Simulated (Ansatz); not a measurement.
## A hypothetical structure for CoAgS2

This structure for CoAgS2 is made up. Its elements were placed in a known structure type with a cell scaled to their sizes. What cell does the guess relax to, and how far off was it?

Calculated with Ansatz 0.2.0; DFT, PBE, plane-wave PAW, files of the set soft_1, scalar-relativistic, ferromagnetic start, cell and ions relaxed at zero pressure; PAW set soft_1, in the first sound run; inputs show where later runs differ.

## Step 1: The starting structure

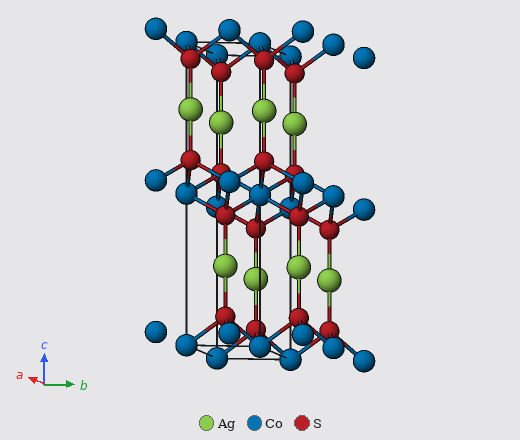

The starting structure, seen from a free direction (silver green, cobalt blue, sulfur red). 2×2×1 cells are drawn. Bonds to atoms that aren't drawn are left out. Some periodic images of atoms are drawn too.

## Step 2: Relaxing cell and atoms

The guess takes its coordinates from another compound and its volume from a rule, so the cell and any free coordinates are relaxed together.

Input file input.yaml:

```yaml
crystal:
  lattice:
    - [3.6, 0.0, 0.0]
    - [-1.8, 3.117691454, 0.0]
    - [0.0, 0.0, 15.07]
  atoms:
    - { symbol: Ag, position: [0.333333333, 0.666666667, 0.25] }
    - { symbol: Ag, position: [0.666666667, 0.333333333, 0.75] }
    - { symbol: Co, position: [0.0, 0.0, 0.0], spin: 2.0 }
    - { symbol: Co, position: [0.0, 0.0, 0.5], spin: 2.0 }
    - { symbol: S, position: [0.333333333, 0.666666667, 0.083] }
    - { symbol: S, position: [0.666666667, 0.333333333, 0.583] }
    - { symbol: S, position: [0.666666667, 0.333333333, 0.917] }
    - { symbol: S, position: [0.333333333, 0.666666667, 0.417] }
magnetization:
  spin_polarized: true
kpoints:
  mp_grid: { grid: [9, 9, 2] }
scf:
  occupations: { method: fermi_dirac, width: 0.05 }
hamiltonian:
  xc: pbe
  pseudopotentials: { kind: paw, azcp: { folder: soft_1 } }
relax:
  f_tol: 0.015
  max_steps: 70
  cell: {}
output:
  forces: true
  stress: true
```

Launch:

```console
$ ansatz run input.yaml --threads 4 --pin off --max-ram 10240MiB --backend cpu --events-out ev --progress --plain --runs-dir out
```

Numbers of over 12 decimals in the logs are rounded to 6 here.

The log of the run:

```text
Engine: ansatz 0.2.0, x86_64-unknown-linux-gnu
Pseudopotentials: kind: paw
Pseudopotential: Ag, paw, valence charge 19, recommended cutoff 420 eV (normal), soft_1/Ag.paw.azcp
Pseudopotential: Co, paw, valence charge 17, recommended cutoff 420 eV (normal), soft_1/Co.paw.azcp
Pseudopotential: S, paw, valence charge 6, recommended cutoff 420 eV (normal), soft_1/S.paw.azcp
Functional definition: PBE
  parameter kappa = 0.804
  parameter beta = 0.066725
  exchange = pbe_x(kappa = kappa, mu = beta*pi^2/3)
  correlation = pbe_c(beta = beta)
Crystal: 8 atoms, lattice volume = 169.141 Å³
Basis set: ecut = 420 eV, 3243 PW (Γ), exchange–correlation on 50×50×216 points (8 copies of the dense FFT grid, shifted against one another)
Bands: 60, of which v1, the nominal top of the filled ones, is band 48 counted from 1 (47 counted from 0)
Symmetry: 24 space group operations
Space group: P63/mmc (ITA 194), of the structure as read, at distance tolerance 5.5e-5 Å
Magnetic group: BNS 194.263 (UNI 1493), of the structure as read, at distance tolerance 5.5e-5 Å
k-points: 24 of 162
Non-local potential: Ag, projectors of the file, l = 0: 3, l = 1: 2, l = 2: 2, l = 3: 1
Non-local potential: Co, projectors of the file, l = 0: 3, l = 1: 2, l = 2: 3, l = 3: 1
Non-local potential: S, projectors of the file, l = 0: 2, l = 1: 2, l = 2: 1
PAW form: soft (Blöchl's): semilocal exchange-correlation on the pseudo side does not see the compensation charge
PAW one-centre angular grid: Ag, 590 points (default); XC on 64 Gauss nodes
PAW one-centre angular grid: Co, 590 points (default); XC on 64 Gauss nodes
PAW one-centre angular grid: S, 110 points (default); XC on 64 Gauss nodes
Initial density: superposition of atomic densities (chi_scale 0.1, normalization cell)
Starting moments: Σ|m| = 4 μB on 2 of 8 sites
Initial wavefunctions: pseudopotential atomic-orbital guess
Functional: x = pbe(κ = 0.804, μ = 0.219515), c = pbe(β = 0.066725)
SCF iter   1: F=—  HF=-29041.760195 eV  |F-HF|=—  |Δ(HF+E_count)|=         —  Δρ=2.47e-2 (↑2.43e-2 ↓2.47e-2)  dr2=8.57e0  dr2_m=3.57e-2  M=3.528 μB ∫|m|=3.893 μB  β_m=0.30  ethr=3.10e-3  ⟨swp⟩=7.3  Hψ=11842  notcnv=0  defer=31
Mixer restart at iter 1: flushing history
preconditioner: auto → Kerker (q_TF=auto, 2.483 Å⁻¹)  [metal: Δε(μ)=0.013 eV  Ē_g=7.628 eV  σ=0.050 eV  W_gap=0.06  n_scr=52 (ndim 8)  ℏωp=22.8 eV  f_vac=0.017  D(μ)=16.92/eV (n_scr^D=230)]
spin=Collinear: Kerker preconditioning applied to the charge; magnetization (m = ρ↑ − ρ↓) channel mixes plain (no charge-response kernel on spin).
SCF iter   2: F=—  HF=-29041.503661 eV  |F-HF|=—  |Δ(HF+E_count)|=   2.57e-1  Δρ=2.14e-2 (↑1.26e-2 ↓2.14e-2)  dr2=4.22e0  dr2_m=1.14e-1  M=3.120 μB ∫|m|=3.650 μB  β_m=0.50  ethr=3.10e-3  ⟨swp⟩=2.0  Hψ=3631  notcnv=0  defer=133
SCF iter   3: F=—  HF=-29042.244479 eV  |F-HF|=—  |Δ(HF+E_count)|=   7.41e-1  Δρ=2.16e-2 (↑1.49e-2 ↓2.16e-2)  dr2=1.88e0  dr2_m=4.43e-1  M=2.238 μB ∫|m|=3.205 μB  β_m=0.47  ethr=3.10e-3  ⟨swp⟩=3.0  Hψ=3867  notcnv=0  defer=182
SCF iter   4: F=—  HF=-29042.408598 eV  |F-HF|=—  |Δ(HF+E_count)|=   1.64e-1  Δρ=2.38e-2 (↑1.33e-2 ↓2.38e-2)  dr2=1.28e0  dr2_m=4.98e-1  M=1.486 μB ∫|m|=2.759 μB  β_m=0.17  ethr=1.96e-3  ⟨swp⟩=2.3  Hψ=3642  notcnv=0  defer=195
SCF iter   5: F=—  HF=-29042.519216 eV  |F-HF|=—  |Δ(HF+E_count)|=   1.11e-1  Δρ=2.20e-2 (↑2.20e-2 ↓1.30e-2)  dr2=5.07e-1  dr2_m=4.39e-1  M=1.056 μB ∫|m|=2.365 μB  β_m=0.48  ethr=1.33e-3  ⟨swp⟩=2.8  Hψ=3757  notcnv=0  defer=198
SCF iter   6: F=—  HF=-29042.869050 eV  |F-HF|=—  |Δ(HF+E_count)|=   3.50e-1  Δρ=1.53e-2 (↑1.53e-2 ↓3.03e-3)  dr2=5.97e-1  dr2_m=6.61e-2  M=0.109 μB ∫|m|=1.034 μB  β_m=0.82  ethr=5.28e-4  ⟨swp⟩=3.3  Hψ=5460  notcnv=0  defer=189
SCF iter   7: F=—  HF=-29042.842490 eV  |F-HF|=—  |Δ(HF+E_count)|=         —  Δρ=5.73e-3 (↑3.87e-3 ↓5.73e-3)  dr2=7.45e-3  dr2_m=3.39e-2  M=0.011 μB ∫|m|=0.275 μB  β_m=0.82  ethr=5.28e-4  ⟨swp⟩=2.5  Hψ=4336  notcnv=0  defer=200
SCF iter   8: F=—  HF=-29042.866726 eV  |F-HF|=—  |Δ(HF+E_count)|=   2.42e-2  Δρ=5.70e-3 (↑5.70e-3 ↓3.06e-3)  dr2=1.88e-2  dr2_m=2.60e-2  M=-0.002 μB ∫|m|=0.067 μB  β_m=0.80  ethr=7.76e-6  ⟨swp⟩=2.7  Hψ=5444  notcnv=0  defer=180
SCF iter   9: F=—  HF=-29042.875782 eV  |F-HF|=—  |Δ(HF+E_count)|=   9.06e-3  Δρ=1.53e-3 (↑1.53e-3 ↓1.49e-3)  dr2=7.72e-3  dr2_m=7.11e-4  M=0.002 μB ∫|m|=0.095 μB  β_m=0.90  ethr=7.76e-6  ⟨swp⟩=2.1  Hψ=4041  notcnv=0  defer=180
SCF iter  10: F=—  HF=-29042.877137 eV  |F-HF|=—  |Δ(HF+E_count)|=   1.35e-3  Δρ=1.11e-3 (↑7.78e-4 ↓1.11e-3)  dr2=2.01e-4  dr2_m=1.37e-3  M=0.002 μB ∫|m|=0.045 μB  β_m=0.94  ethr=7.76e-6  ⟨swp⟩=2.0  Hψ=3769  notcnv=0  defer=180
SCF iter  11: F=—  HF=-29042.877213 eV  |F-HF|=—  |Δ(HF+E_count)|=   7.65e-5  Δρ=4.33e-4 (↑4.33e-4 ↓3.99e-4)  dr2=8.97e-6  dr2_m=2.65e-4  M=0.001 μB ∫|m|=0.013 μB  β_m=0.97  ethr=2.10e-7  ⟨swp⟩=2.1  Hψ=4767  notcnv=0  defer=180
SCF iter  12: F=—  HF=-29042.877210 eV  |F-HF|=—  |Δ(HF+E_count)|=   2.78e-6  Δρ=1.19e-4 (↑1.05e-4 ↓1.19e-4)  dr2=1.96e-6  dr2_m=1.90e-5  M=0.000 μB ∫|m|=0.002 μB  β_m=0.98  ethr=9.34e-9  ⟨swp⟩=2.0  Hψ=5206  notcnv=0  defer=180
SCF iter  13: F=—  HF=-29042.877078 eV  |F-HF|=—  |Δ(HF+E_count)|=   1.32e-4  Δρ=6.72e-5 (↑6.72e-5 ↓6.11e-5)  dr2=7.58e-7  dr2_m=6.27e-6  M=-0.000 μB ∫|m|=0.002 μB  β_m=0.90  ethr=2.04e-9  ⟨swp⟩=2.1  Hψ=4900  notcnv=0  defer=180
SCF iter  14: F=—  HF=-29042.877078 eV  |F-HF|=—  |Δ(HF+E_count)|=   1.85e-7  Δρ=1.74e-5 (↑1.68e-5 ↓1.74e-5)  dr2=1.47e-7  dr2_m=4.38e-7  M=-0.000 μB ∫|m|=0.001 μB  β_m=0.82  ethr=7.90e-10  ⟨swp⟩=2.0  Hψ=4195  notcnv=0  defer=180
SCF iter  15: F=—  HF=-29042.877078 eV  |F-HF|=—  |Δ(HF+E_count)|=  7.28e-10  Δρ=3.25e-6 (↑2.39e-6 ↓3.25e-6)  dr2=2.19e-8  dr2_m=1.05e-8  M=-0.000 μB ∫|m|=0.000 μB  β_m=0.91  ethr=1.53e-10  ⟨swp⟩=2.0  Hψ=4092  notcnv=0  defer=180
SCF iter  16: F=—  HF=-29042.877078 eV  |F-HF|=—  |Δ(HF+E_count)|=   7.55e-9  Δρ=6.96e-7 (↑5.66e-7 ↓6.96e-7)  dr2=3.10e-9  dr2_m=8.00e-11  M=0.000 μB ∫|m|=0.000 μB  β_m=0.95  ethr=2.29e-11  ⟨swp⟩=2.0  Hψ=4023  notcnv=0  defer=180
SCF iter  17: F=-29042.877078 eV  HF=-29042.877078 eV  |F-HF|=7.68e-9  |Δ(HF+E_count)|=   2.07e-9  Δρ=1.18e-6 (↑1.15e-6 ↓1.18e-6)  dr2=8.42e-9  dr2_m=5.10e-12  M=-0.000 μB ∫|m|=0.000 μB  ethr=3.22e-12  ⟨swp⟩=1.0  Hψ=7997  notcnv=0
[...]
Initial wavefunctions: pseudopotential atomic-orbital guess (no wavefunctions were taken with the density)
iter 1 solved again at ethr=1.73e-6 eV; its pass at ethr=3.10e-3 eV (dr2=1.67e-3 eV) is discarded
SCF iter   1: F=—  HF=-29044.387027 eV  |F-HF|=—  |Δ(HF+E_count)|=         —  Δρ=3.26e-4 (↑3.26e-4 ↓3.26e-4)  dr2=4.33e-4  dr2_m=6.17e-12  M=0.000 μB ∫|m|=0.000 μB  β_m=0.65  ethr=1.73e-6  ⟨swp⟩=3.5  Hψ=20045  notcnv=0
preconditioner: auto → Resta (q_TF=auto, 2.564 Å⁻¹)  ε∞=9.1  [insulator: Δε(μ)=0.332 eV  Ē_g=8.861 eV  σ=0.050 eV  W_gap=0.92  n_scr=52 (ndim 8)  ℏωp=25.2 eV  f_vac=0.011  D(μ)=0.17/eV (n_scr^D=2)  ε∞_Penn≈9.1]
spin=Collinear: Resta preconditioning applied to the charge; magnetization (m = ρ↑ − ρ↓) channel mixes plain (no charge-response kernel on spin).
SCF iter   2: F=—  HF=-29044.386916 eV  |F-HF|=—  |Δ(HF+E_count)|=   1.11e-4  Δρ=1.01e-4 (↑1.01e-4 ↓1.01e-4)  dr2=2.02e-5  dr2_m=3.21e-12  M=0.000 μB ∫|m|=0.000 μB  β_m=0.51  ethr=4.51e-7  ⟨swp⟩=2.6  Hψ=4316  notcnv=0
SCF iter   3: F=—  HF=-29044.386955 eV  |F-HF|=—  |Δ(HF+E_count)|=   3.93e-5  Δρ=4.93e-5 (↑4.93e-5 ↓4.92e-5)  dr2=6.39e-6  dr2_m=1.32e-12  M=0.000 μB ∫|m|=0.000 μB  β_m=0.52  ethr=2.10e-8  ⟨swp⟩=2.0  Hψ=5174  notcnv=0
SCF iter   4: F=—  HF=-29044.386980 eV  |F-HF|=—  |Δ(HF+E_count)|=   2.49e-5  Δρ=5.16e-5 (↑5.15e-5 ↓5.16e-5)  dr2=1.22e-5  dr2_m=1.71e-12  M=-0.000 μB ∫|m|=0.000 μB  β_m=0.64  ethr=6.66e-9  ⟨swp⟩=2.0  Hψ=3623  notcnv=0
SCF iter   5: F=—  HF=-29044.387008 eV  |F-HF|=—  |Δ(HF+E_count)|=   2.78e-5  Δρ=4.76e-5 (↑4.76e-5 ↓4.76e-5)  dr2=1.35e-5  dr2_m=2.48e-13  M=-0.000 μB ∫|m|=0.000 μB  β_m=0.82  ethr=6.66e-9  ⟨swp⟩=2.1  Hψ=4058  notcnv=0
SCF iter   6: F=—  HF=-29044.387028 eV  |F-HF|=—  |Δ(HF+E_count)|=   2.08e-5  Δρ=4.16e-5 (↑4.16e-5 ↓4.16e-5)  dr2=1.09e-5  dr2_m=1.22e-13  M=0.000 μB ∫|m|=0.000 μB  β_m=0.91  ethr=6.66e-9  ⟨swp⟩=2.2  Hψ=4208  notcnv=0
SCF iter   7: F=—  HF=-29044.387042 eV  |F-HF|=—  |Δ(HF+E_count)|=   1.39e-5  Δρ=4.32e-6 (↑4.27e-6 ↓4.32e-6)  dr2=1.22e-7  dr2_m=1.18e-12  M=0.000 μB ∫|m|=0.000 μB  β_m=0.95  ethr=6.66e-9  ⟨swp⟩=3.0  Hψ=5558  notcnv=0
SCF iter   8: F=—  HF=-29044.387042 eV  |F-HF|=—  |Δ(HF+E_count)|=  6.58e-10  Δρ=1.54e-6 (↑1.52e-6 ↓1.54e-6)  dr2=1.09e-8  dr2_m=1.19e-13  M=0.000 μB ∫|m|=0.000 μB  β_m=0.97  ethr=1.27e-10  ⟨swp⟩=2.1  Hψ=4149  notcnv=0
SCF iter   9: F=—  HF=-29044.387042 eV  |F-HF|=—  |Δ(HF+E_count)|=   1.65e-9  Δρ=2.98e-7 (↑2.98e-7 ↓2.93e-7)  dr2=4.35e-10  dr2_m=1.17e-14  M=0.000 μB ∫|m|=0.000 μB  β_m=0.99  ethr=1.14e-11  ⟨swp⟩=2.0  Hψ=4398  notcnv=0
SCF iter  10: F=—  HF=-29044.387042 eV  |F-HF|=—  |Δ(HF+E_count)|=   1.65e-9  Δρ=2.64e-7 (↑2.63e-7 ↓2.64e-7)  dr2=3.85e-10  dr2_m=1.91e-16  M=0.000 μB ∫|m|=0.000 μB  β_m=0.99  ethr=1.00e-12  ⟨swp⟩=2.3  Hψ=4998  notcnv=0
SCF iter  11: F=—  HF=-29044.387042 eV  |F-HF|=—  |Δ(HF+E_count)|=  2.58e-10  Δρ=1.21e-7 (↑1.21e-7 ↓1.21e-7)  dr2=9.11e-11  dr2_m=2.98e-17  M=0.000 μB ∫|m|=0.000 μB  β_m=1.00  ethr=1.00e-12  ⟨swp⟩=2.0  Hψ=3323  notcnv=0
SCF iter  12: F=—  HF=-29044.387042 eV  |F-HF|=—  |Δ(HF+E_count)|=  8.00e-11  Δρ=1.50e-8 (↑1.48e-8 ↓1.50e-8)  dr2=1.63e-12  dr2_m=1.34e-17  M=0.000 μB ∫|m|=0.000 μB  β_m=0.88  ethr=1.00e-12  ⟨swp⟩=2.0  Hψ=3140  notcnv=0
SCF iter  13: F=-29044.387042 eV  HF=-29044.387042 eV  |F-HF|=3.64e-12  |Δ(HF+E_count)|=    0.00e0  Δρ=3.40e-8 (↑3.40e-8 ↓3.39e-8)  dr2=6.92e-12  dr2_m=3.92e-18  M=0.000 μB ∫|m|=0.000 μB  ethr=1.00e-12  ⟨swp⟩=3.0  Hψ=8768  notcnv=0
the starting moments were not kept: the SCF closed with an absolute magnetisation of 2.0e-9 μB, where they sum to 4 μB in size (2 sites). That is at most 0.1 of that sum. Measured as dr2_m measures the in/out step, that magnetisation stands 1.3e-18 eV from none, at or under the dr2_threshold of 8.0e-11 eV: it is no larger than a step whose dr2_m would equal this threshold.
SCF 7 converged in 13 iterations: F = -29044.387042 eV  dr2 = 6.92e-12
relax step   7: F+E_penalty+E_count = -29044.38704224 eV  Δ(F+E_penalty+E_count) = +9.509e-3 eV  max|allowed force component| = 2.172e-3 eV/Å  Δτ_max = 0.0000 Å  P = -0.013 GPa  Ω = 139.483 Å³  stress off target by 1.85e-2 GPa  SCF on the basis re-selected at this cell (its energy is not comparable with the rows above)  (13 SCF iters)
basis re-selected at this cell: Δ(F+E_penalty+E_count) = +9.509e-3 eV, ΔP = -0.013 GPa vs the last step (what re-selecting the basis moved, of the pressure what is left beyond the Pulay correction that the steps carried, after the strain that the cell walked since its last selection, with what the two solves' SCF thresholds leave and, on support functions, any second-order correction that the steps lacked; it is no measure of the basis error at this ecutwfc). The dense FFT grid was sized anew with the basis: this SCF ran on 24×24×96 points, the steps before it on 25×25×108, so part of this shift can come from that change (see relax.cell in the input reference). [rest of the remark cut]
SCF converged after 13 iterations
Magnetization: 0.0000 μB (48.0000 up, 48.0000 down)
Absolute magnetization: 0.0000 μB (∫|ρ↑−ρ↓|, with the PAW one-centre terms)
Spin contamination: 0.0000 ħ² per cell (⟨S²⟩ above its minimum at these occupations)
Per-site moments (μB) at R_I (Å): [(-2.0736711917987504e-11, 0.991986), (-2.073655960436828e-11, 0.991986), (4.751717839893004e-10, 0.929532), (4.751717267461177e-10, 0.929532), (-1.1662737779076719e-10, 0.929532), (-1.1662739445872658e-10, 0.929532), (-1.1662740766422513e-10, 0.929532), (-1.1662737998329227e-10, 0.929532)]
Free energy (F): -29044.387042 eV
Harris-Foulkes:  -29044.387042 eV  (|F-HF|=3.64e-12)
Internal energy: -29044.384861 eV  (E = F + TS)
E sigma→0 (E₀):  -29044.385951 eV
Entropy (-TS):   -0.002182 eV (-0.273 meV/atom)
Fermi energy:    10.485024 eV
--- Per-component energies (eV) ---
  E_band       = -1395.861444
  E_kinetic    = 1948.756772
  E_local      = -13938.554336  (includes V_loc(G=0)·N_el)
  E_nonlocal   = 1070.794717
  E_hartree    = 6323.749113
  E_xc         = -858.355689
  E_vxc        = -971.209484  (∫ρ·V_xc dr)
  E_paw        = -13490.752555  (= ΣΔE_a)
  E_vpaw       = -2153.148354  (= ΣTr[D̂ρ^β])
  E_aug_tail   = 0.000746  (compensation charges beyond the density's cutoff)
  E_ewald      = -10100.023629
  E_smearing   = -0.002182  (= −TS)
  E_closure    = -0.000000  (closes the sum)
  Σ components = -29044.387042   (vs F -29044.387042, Δ=0.00e0)
--- Forces (eV/Å), atoms counted from 1 ---
  atom   1  Ag    -0.00000000    -0.00000000     0.00000000
  atom   2  Ag    -0.00000000     0.00000000     0.00000000
  atom   3  Co     0.00000000     0.00000000    -0.00000000
  atom   4  Co     0.00000000    -0.00000000     0.00000000
  atom   5  S     -0.00000000     0.00000000    -0.00217243
  atom   6  S      0.00000000    -0.00000000    -0.00217243
  atom   7  S      0.00000000    -0.00000000     0.00217243
  atom   8  S     -0.00000000     0.00000000     0.00217243
  max |Σ_I F_I| component: 1.85e-17 eV/Å
--- Stress (GPa, compression-positive) ---
       -0.018460       0.000000       0.000000
        0.000000      -0.018460       0.000000
        0.000000       0.000000      -0.000894
  P = ⅓ Tr σ = -0.0126 GPa (-0.126 kbar)
--- Relaxed structure (6 steps of the walk, 6 accepted, 1 SCFs on fresh bases) ---
  F+E_penalty+E_count = -29044.38704224 eV   max|allowed force component| = 2.172e-3 eV/Å   (the final SCF, on the basis selected at the relaxed cell)
  cell:  # Å, volume = 139.4826 Å³
    - [3.373476, 0.0, 0.0]
    - [-1.686738, 2.921516, 0.0]
    - [0.0, 0.0, 14.152539]
  atoms:
    - { symbol: Ag, position: [0.333333, 0.666667, 0.25] }
    - { symbol: Ag, position: [0.666667, 0.333333, 0.75] }
    - { symbol: Co, position: [0, 0, 0] }
    - { symbol: Co, position: [0, 0, 0.5] }
    - { symbol: S, position: [0.333333, 0.666667, 0.080079] }
    - { symbol: S, position: [0.666667, 0.333333, 0.580079] }
    - { symbol: S, position: [0.666667, 0.333333, 0.919921] }
    - { symbol: S, position: [0.333333, 0.666667, 0.419921] }
```

Elapsed: 19 s, on 4 threads of AMD EPYC 9B45 (Zen 5), shared host; peak memory 0.84 GiB; 70 s of CPU time.

The steps of the relaxation:

```
step  energy less that of the first step (eV)  largest force component (eV/Å)  pressure (GPa)  volume (Å³)
   1                                   0.0000                          1.0751          -12.51       169.14
   2                                  -1.2817                          0.4721           -6.11       150.26
   3                                  -1.4253                          0.1171            4.92       132.89
   4                                  -1.5167                          0.0267           -0.63       140.52
   5                                  -1.5195                          0.0064           -0.01       139.51
   6                                  -1.5195                          0.0019            0.00       139.48
  7*                                  -1.5100                          0.0022           -0.01       139.48
```

Relaxation steps marked * repeat the geometry before them on a plane-wave basis chosen anew for their cell, so energy and pressure can jump there.

Forces are held to the 24 operations that the run works with; a distortion that breaks them can't arise in this run.

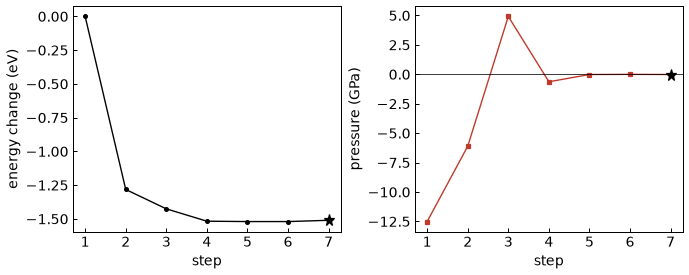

Energy and pressure along the relaxation. Stars mark steps on a basis chosen anew.

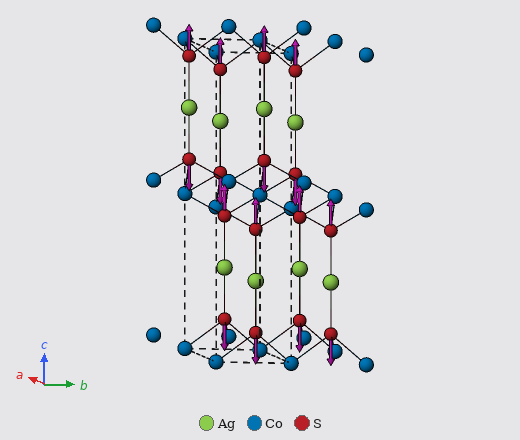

Displacements in the relaxation, exaggerated, measured against the changing cell; the longest in the cell stands for 0.04 Å. Bonds to atoms that aren't drawn are left out. 2×2×1 cells are drawn. Some periodic images of atoms are drawn too.

```
conventional cell, symmetrised  before   after   change
                         a (Å)   3.600   3.373   -6.3 %
                         b (Å)   3.600   3.373   -6.3 %
                         c (Å)  15.070  14.153   -6.1 %
              volume (Å³/atom)   21.14   17.44  -17.5 %
```

The atoms that moved most (Å, as changes of fractional coordinates times the final cell):

```
atom     dx     dy      dz  length
  S6  0.000  0.000  -0.041   0.041
  S7  0.000  0.000   0.041   0.041
  S5  0.000  0.000  -0.041   0.041
  S8  0.000  0.000   0.041   0.041
```

This step gave:

```
free energy             : -29044.3870 eV
energy at zero smearing : -29044.3860 eV
smearing term TS        : 0.002182 eV
Fermi energy            : 10.49 eV
gap by band count       : 0.3282 eV
electrons               : 96
symmetry operations     : 24
pressure                : -0.01260 GPa
```

The shortest distance of each pair, which need not be the same contact before and after:

```
 pair  guess (Å)  relaxed (Å)
 Co–S      2.426        2.253
 Ag–S      2.517        2.405
  S–S      3.252        2.988
Ag–Ag      3.600        3.373
Co–Co      3.600        3.373
```

The relaxation ends with a largest force component of 0.0022 eV/Å and a pressure of -0.01 GPa. The starting moments have collapsed: the run ends non-magnetic.

(Continued in part 2 of 2.)

[Logs are printed without paths, hosts, clocks, repeated set-up lines and the standing remarks that a program may print on its own settings, such as how far it seeks lower states.]

[Hosts, paths, dates, database ids (printed as entryN), source tags and the programs' standing remarks are cut or masked in the printed files.]
